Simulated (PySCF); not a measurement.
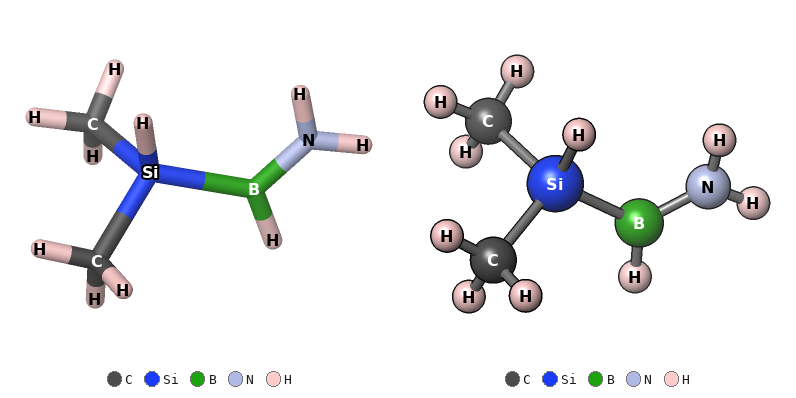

Both panels show the same species.

Computed geometry: GFN2-xTB optimisation. No frequency run is at hand to confirm it as a minimum.

Count the atoms of each element.

Answer. C2H10BNSi, 15 atoms: 2 carbon, 10 hydrogen, 1 boron, 1 nitrogen and 1 silicon.

What is the point group of this geometry?

Answer. C1.

The parts below concern this one geometry. Atoms keep their numbers from picture to picture.

### Shape

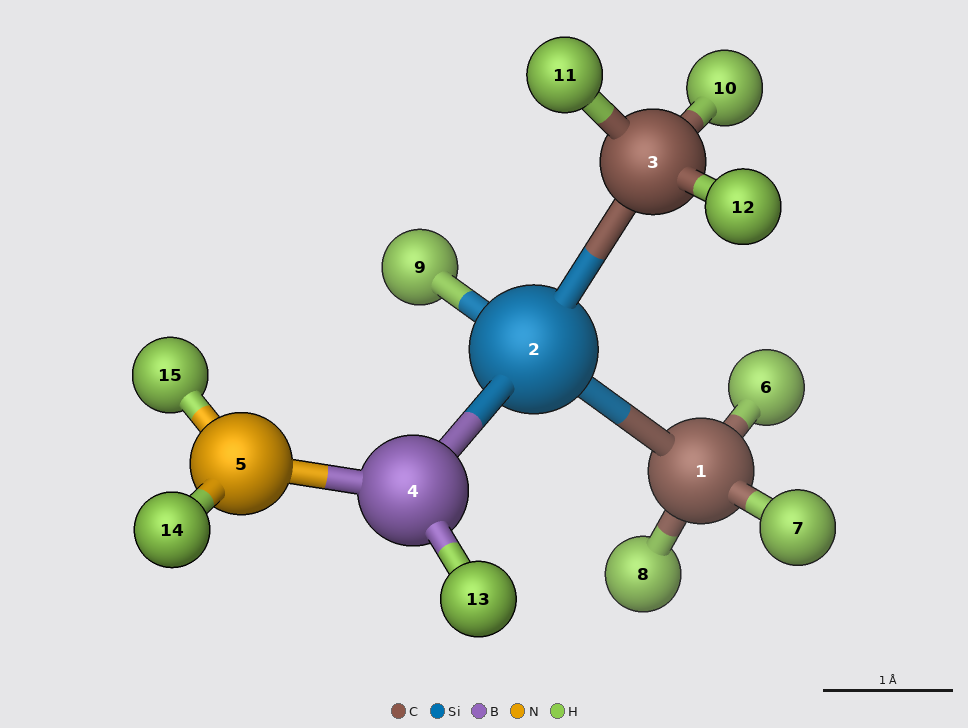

Atoms carry their numbers in the input. No frequency run is at hand to confirm it as a minimum.

Give the bond lengths.

```json
{"bond": "C1–Si2", "length (Å)": "1.913", "order": "single"}
{"bond": "C1–H6", "length (Å)": "1.086", "order": "single"}
{"bond": "C1–H7", "length (Å)": "1.087", "order": "single"}
{"bond": "C1–H8", "length (Å)": "1.086", "order": "single"}
{"bond": "Si2–C3", "length (Å)": "1.917", "order": "single"}
{"bond": "Si2–B4", "length (Å)": "1.969", "order": "single"}
{"bond": "Si2–H9", "length (Å)": "1.491", "order": "single"}
{"bond": "C3–H10", "length (Å)": "1.086", "order": "single"}
{"bond": "C3–H11", "length (Å)": "1.086", "order": "single"}
{"bond": "C3–H12", "length (Å)": "1.087", "order": "single"}
{"bond": "B4–N5", "length (Å)": "1.381", "order": "single"}
{"bond": "B4–H13", "length (Å)": "1.178", "order": "single"}
{"bond": "N5–H14", "length (Å)": "1.008", "order": "single"}
{"bond": "N5–H15", "length (Å)": "1.007", "order": "single"}
```

### Excitation

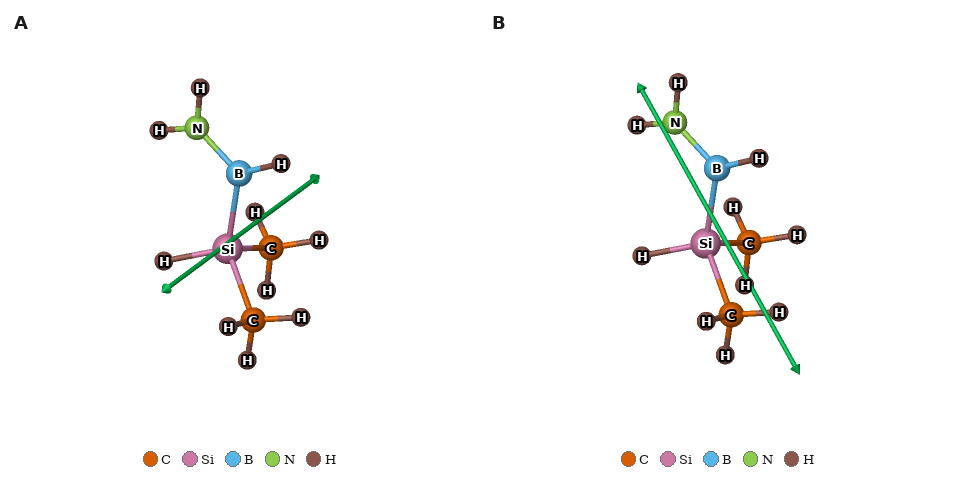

The double arrows show the directions of two transition dipoles from the ground state (lengths mean nothing). No frequency run is at hand to confirm it as a minimum. Method: TDDFT CAM-B3LYP/def2-SVPD, vertical, gas phase, core orbitals frozen in the response (PySCF 2.14.0).

One belongs to singlet state 5 and one to singlet state 7. Which is which?

Answer. A: state 5, 7.73 eV (160 nm), oscillator strength 0.024, of mixed character, with the largest part HOMO−3 → LUMO+1 (weight 0.48).
B: state 7, 8.01 eV (155 nm), oscillator strength 0.17, mainly HOMO−3 → LUMO (weight 0.80).

### Polarisability

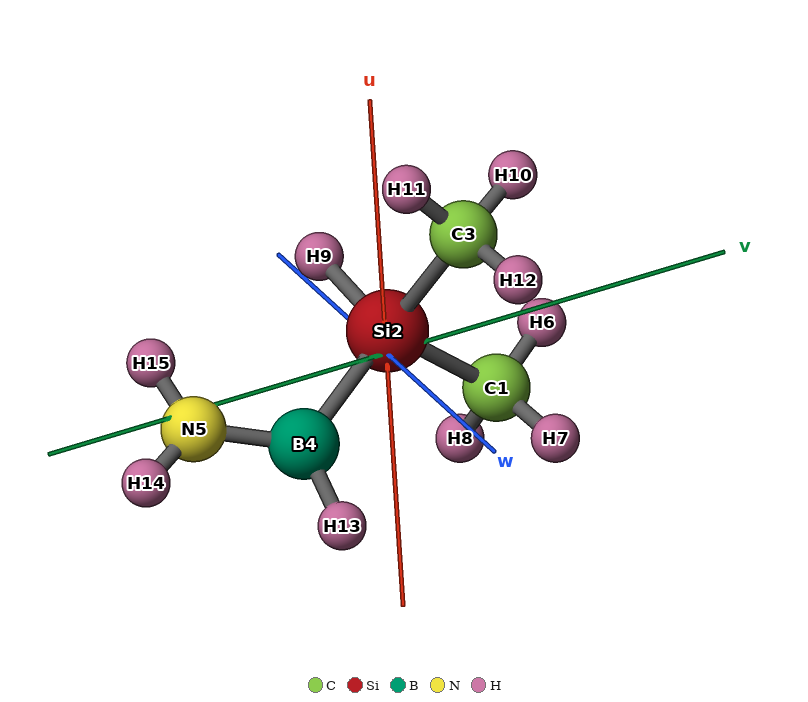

The lines u, v and w are the principal axes of the static dipole polarisability. No frequency run is at hand to confirm it as a minimum. Method: CAM-B3LYP/def2-SVPD (PySCF 2.14.0).

Along which axis is the molecule most polarisable, and along which least?

Answer. Most along v (close to the long direction C1···N5), least along w.

Give the three principal values.

Answer. u 74.0, v 86.3, w 68.2 bohr³; mean 76.2, anisotropy 16.0 bohr³.

### Core levels

No frequency run is at hand to confirm it as a minimum. Method: delta-SCF UKS SCAN, pcX-2 on the ionised atom, pcseg-1 elsewhere, spin-free X2C (PySCF 2.14.0).

Give the core-electron binding energies (to vacuum; p and d levels without spin–orbit splitting) of C1 1s, Si2 1s, Si2 2p, B4 1s, N5 1s.

```
atom  level  binding energy (eV)
  C1     1s                289.5
 Si2     1s               1845.2
 Si2     2p                105.7
  B4     1s                195.0
  N5     1s                405.4
```

The geometry is semi-empirical. Around B, Si such bond lengths and angles can be off by a tenth of an ångström or more and by several degrees, and values that hang on the shape move with them.
